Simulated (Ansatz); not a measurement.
# NaB in C2/c, a phase reached by a soft mode: following an unstable mode, part 3 of 3

Which phase does NaB in C2/c, a phase reached by a soft mode fall into along its unstable mode, and how much energy does it gain?

Ansatz 0.2.0; DFT PBEsol, scalar-relativistic, plane waves, PAW; PAW set soft_1.

So far. Step 4 (The mode frozen in, largest atomic shift 0.32 Å): The run ends at a pressure of -0.43 GPa, with forces up to 0.48 eV/Å. Step 5 (Energy along the mode, all amplitudes (two of the runs …): The lowest of the steps tried is at 0.32 Å, 12.8 meV/atom below the parent; the bottom of the well need not coincide with a step.

## Step 7: The new phase in its own primitive cell

The relaxed structure is symmetrised, reduced to its primitive cell and relaxed tightly, as its phonons need.

Contents of input.yaml:

```yaml
crystal:
  lattice:
    - [3.244230465, -7.5082709653, 0.0]
    - [3.244230465, 7.5082709653, 0.0]
    - [-1.3056909223, 0.0, 2.9565580888]
  atoms:
    - { symbol: Na, position: [0.6012492474, 0.3987507526, 0.75] }
    - { symbol: Na, position: [0.8249960691, 0.1750039309, 0.25] }
    - { symbol: Na, position: [0.1750039309, 0.8249960691, 0.75] }
    - { symbol: Na, position: [0.3987507526, 0.6012492474, 0.25] }
    - { symbol: B, position: [0.1371770518, 0.1335333101, 0.2346396945] }
    - { symbol: B, position: [0.1335333101, 0.1371770518, 0.7346396945] }
    - { symbol: B, position: [0.8664666899, 0.8628229482, 0.2653603055] }
    - { symbol: B, position: [0.8628229482, 0.8664666899, 0.7653603055] }
kpoints:
  mp_grid: { grid: [6, 6, 12] }
hamiltonian:
  xc: pbesol
  pseudopotentials: { kind: paw, azcp: { folder: soft_1 }, xc_functional: pbe }
scf:
  occupations: { method: methfessel_paxton, width: 0.2 }
output:
  forces: true
  stress: true
  eigenvalues: true
relax:
  adjacent_minimum: "off"
  f_tol: 0.001
  max_steps: 60
  cell: { stress_tol: 0.01 }
```

The run is started by

```
> ansatz run input.yaml --threads 4 --pin off --max-ram 10240MiB --backend cpu --events-out ev --progress --plain --runs-dir out
```

Numbers of over 12 decimals in the logs are rounded to 6 here.

Log:

```text
[...]
Crystal: 8 atoms, lattice volume = 144.035 Å³
Basis set: ecut = 420 eV, 2809 PW (Γ), exchange–correlation on 120×120×48 points (8 copies of the dense FFT grid, shifted against one another)
Bands: 32, of which v1, the nominal top of the filled ones, is band 24 counted from 1 (23 counted from 0)
Symmetry: 4 space group operations
[...]
k-points: 131 of 432
[...]
atoms:
    - { symbol: Na, position: [0.601275, 0.398725, 0.750000] }
    - { symbol: Na, position: [0.825009, 0.174991, 0.250000] }
    - { symbol: Na, position: [0.174991, 0.825009, 0.750000] }
    - { symbol: Na, position: [0.398725, 0.601275, 0.250000] }
    - { symbol: B, position: [0.137107, 0.133650, 0.235846] }
    - { symbol: B, position: [0.133650, 0.137107, 0.735846] }
    - { symbol: B, position: [0.866350, 0.862893, 0.264154] }
    - { symbol: B, position: [0.862893, 0.866350, 0.764154] }
[key lines of the parts left out:]
SCF converged after 5 iterations
Free energy (F): -6513.208801 eV
Fermi energy:    4.216103 eV
P = ⅓ Tr σ = -0.0005 GPa (-0.005 kbar)
```

The job ended after 61 s (4 threads of Arm Neoverse V2, shared host; peak memory 0.78 GiB; 4 min of CPU time).

Step by step:

```csv
step,energy less that of the first step (eV),largest force component (eV/Å),pressure (GPa),volume (Å³)
1,0.0000,0.0062,0.00,144.03
2,0.0000,0.0026,0.00,144.05
3,0.0000,0.0013,0.00,144.04
4,0.0000,0.0016,0.00,144.06
5,0.0000,0.0011,0.00,144.05
6,0.0000,0.0017,0.00,144.07
7,0.0000,0.0014,0.00,144.09
8,0.0000,0.0004,0.00,144.07
9*,0.0000,0.0004,0.00,144.07
```

Relaxation steps marked * repeat the geometry before them on a plane-wave basis chosen anew for their cell, so energy and pressure can jump there. Relaxation step 7 was tried and not accepted.

Forces are held to the 4 operations that the run works with; a distortion that breaks them can't arise in this run.

```csv
cell as run,before,after,change
a (Å),8.179,8.183,+0.0 %
b (Å),8.179,8.183,+0.0 %
c (Å),3.232,3.232,+0.0 %
α (°),99.22,99.33,+0.1 %
β (°),99.22,99.33,+0.1 %
γ (°),133.26,133.19,-0.1 %
volume (Å³/atom),18.00,18.01,+0.0 %
```

This step gave:

```yaml
pressure: -5.45e-4 GPa
volume_per_atom: 18.01 Å³
```

The largest force component left is 0.44 meV/Å and the pressure is -0.001 GPa, within the tolerances set. The cell now holds 18.01 Å³/atom.

## Step 8: Modes of the new phase

A relaxed structure may still be a saddle point, so its zone-centre modes are computed. No field response is asked, since the mesh shows no gap.

input.yaml, the sections that differ from step 7:

```yaml
crystal:
  lattice:
    - [3.2508739924, -7.5096947704, -0.0059556671]
    - [3.2508739924, 7.5096947704, -0.0059556671]
    - [-1.3137922793, 0.0, 2.9530890664]
  atoms:
    - { symbol: Na, position: [0.6012748011, 0.3987251989, 0.75] }
    - { symbol: Na, position: [0.8250086862, 0.1749913138, 0.25] }
    - { symbol: Na, position: [0.1749913138, 0.8250086862, 0.75] }
    - { symbol: Na, position: [0.3987251989, 0.6012748011, 0.25] }
    - { symbol: B, position: [0.1371074057, 0.1336497501, 0.2358462008] }
    - { symbol: B, position: [0.1336497501, 0.1371074057, 0.7358462008] }
    - { symbol: B, position: [0.8663502499, 0.8628925943, 0.2641537992] }
    - { symbol: B, position: [0.8628925943, 0.8663502499, 0.7641537992] }
output:
  eigenvalues: true
phonons:
  method: dfpt
# kpoints, hamiltonian, scf: as in step 7
# relax: removed
```

Log:

```text
[...]
Crystal: 8 atoms, lattice volume = 144.070 Å³
Basis set: ecut = 420 eV, 2805 PW (Γ), exchange–correlation on 120×120×48 points (8 copies of the dense FFT grid, shifted against one another)
Bands: 32, of which v1, the nominal top of the filled ones, is band 24 counted from 1 (23 counted from 0)
Symmetry: 4 space group operations
k-points: 220 of 432 (irreducible under 1 space group operation, time reversal used)
[...]
SCF iter   1: F=—  HF=-6514.285048 eV  |F-HF|=—  |Δ(HF+E_count)|=         —  Δρ=4.08e-2  dr2=3.58e0  ethr=3.10e-3  ⟨swp⟩=6.1  Hψ=29918  notcnv=0
[...]
SCF iter  13: F=-6513.208801 eV  HF=-6513.208801 eV  |F-HF|=2.73e-12  |Δ(HF+E_count)|=  3.82e-11  S|Δr|=    0.00e0  Δρ=5.32e-8  dr2=6.52e-12  ethr=1.00e-12  ⟨swp⟩=13.9  Hψ=44261  notcnv=0
SCF 1 converged in 13 iterations: F = -6513.208801 eV  dr2 = 6.52e-12
[...]
SCF converged after 13 iterations
[...]
Free energy (F): -6513.208801 eV
[...]
Internal energy: -6513.212283 eV  (E = F + TS)
E sigma→0 (E₀):  -6513.209671 eV
Entropy (-TS):   0.003482 eV (0.435 meV/atom)
Fermi energy:    4.216102 eV
[...]
--- Band table (eV; the first three rows and the last of 220) ---
  k-point 0: bands = [... 20 lower, -1.2879, -1.1140, 1.8131, 2.9060, 4.8130, 6.3105, 6.9306, 7.4724, ... 4 higher]
  k-point 1: bands = [... 20 lower, -0.9714, -0.5312, 1.9287, 2.9373, 4.9728, 6.1932, 7.2806, 7.3500, ... 4 higher]
  k-point 2: bands = [... 20 lower, -0.5581, -0.1104, 2.2739, 3.0644, 5.3829, 6.1874, 7.1487, 7.7930, ... 4 higher]
  k-point 219: bands = [... 20 lower, 1.9383, 1.9383, 3.1416, 3.1416, 5.3031, 5.3031, 6.3117, 6.3117, ... 4 higher]
[...]
ASR residual: 4.419e-5 → 0.000e0 eV/Å²; symmetrization residual: 3.502e-6 eV/Å²
[...]
```

Elapsed: 4.2 min, on 4 threads; peak memory 3 GiB; 16 min of CPU time.

This step gave:

```
sum-rule residual before enforcement                    : 4.42e-5 eV/Å²
highest optical mode at the zone centre (no LO-TO term) : 1290 cm⁻¹
lowest optical zone-centre mode                         : 30.79 cm⁻¹
```

Patterns of degenerate modes are one choice out of their space. Modes at Γ, with each element's share of the kinetic energy:

```csv
mode,frequency (cm⁻¹),symmetry,Na %,B %
1,0.0,acoustic,68,32
2,0.0,acoustic,68,32
3,0.0,acoustic,68,32
4,30.8,Bu,35,65
5,33.9,Bg,100,0
6,54.3,Bu,95,5
7,61.8,Bg,100,0
8,105.6,Bg,100,0
9,123.3,Bu,70,30
10,136.3,Au,92,8
11,141.4,Ag,99,1
12,159.4,Bg,41,59
13,167.6,Ag,99,1
14,201.1,Bg,60,40
15,212.1,Au,40,60
16,230.8,Bu,61,39
17,350.6,Ag,1,99
18,353.5,Bu,2,98
19,566.5,Au,0,100
20,568.4,Bg,0,100
21,603.7,Ag,0,100
22,690.7,Ag,0,100
23,1288.7,Au,0,100
24,1289.8,Bg,0,100
```

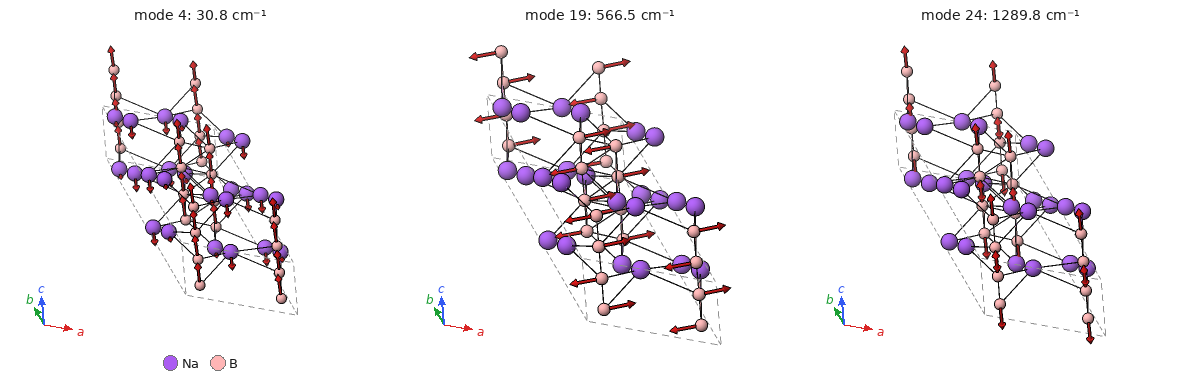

Displacement patterns of modes 4, 19 and 24 at Γ; arrows are exaggerated. 1×1×2 conventional cells are drawn. Some periodic images of atoms are drawn too.

Before it was imposed, the acoustic sum rule was missed by 4.4e-5 eV/Å². Small misses are needed for a sound result but don't prove that mesh and cutoff are converged. The lowest optical mode is real, 30.8 cm⁻¹.

## Step 9: The phases reached

The phases reached along the modes that were followed are set side by side.

Energies are those of the first relaxation, on the mesh of the frozen mode; space group, volume and gap are those of the last relaxation. Phases, by row:

```csv
mode frozen in,space group,energy from parent (meV/atom),volume (Å³/atom),gap on mesh (eV),lowest zone-centre optical mode (cm⁻¹),largest shift (Å)
parent,C2/c,0,15.79,0,–,–
"q = (0, 0, 0), 93i cm⁻¹",C2/c,-113.1,18.01,0,30.8,1.054
```

## Step 10: Outcome

```json
{"unstable mode of the parent": "q = (0, 0, 0), 93i cm⁻¹", "depth at the lowest point sampled": "12.8 meV/atom", "largest atomic shift at that point": "0.32 Å", "space group reached (within 0.01 Å)": "C2/c", "energy gained over the parent (first relaxation, on the mesh of the frozen mode)": "113 meV/atom", "volume per atom, phase reached": "18.0 Å³", "lowest optical zone-centre mode, phase reached": "30.8 cm⁻¹", "highest optical mode at the zone centre (no LO-TO term), phase reached": "1290 cm⁻¹"}
```

Along this mode the structure falls into C2/c, 113 meV/atom below the parent. At the parent's cell the well is 12.83 meV/atom deep on the steps tried, with its lowest point at a shift of 0.32 Å. Relaxing atoms and cell changes the gain by +100.28 meV/atom against the lowest step (energies at zero smearing). Most of the total comes from this relaxation. The end point has the space group of the parent. The new phase has no imaginary mode at the zone centre of its cell; other wavevectors were not checked. Each path keeps the symmetry of its pattern, so a lower phase may lie along a pattern not tried. With no gap, or one that is small against the smearing, the frequencies hang on the k mesh and the smearing, most of all near Kohn anomalies. The PAW files were made for PBE and serve the other functionals too.

[Logs are printed without paths, hosts, clocks, repeated set-up lines and the standing remarks that a program may print on its own settings, such as how far it seeks lower states.]

[Hosts, paths, dates, database ids (printed as entryN), source tags and the programs' standing remarks are cut or masked in the printed files.]
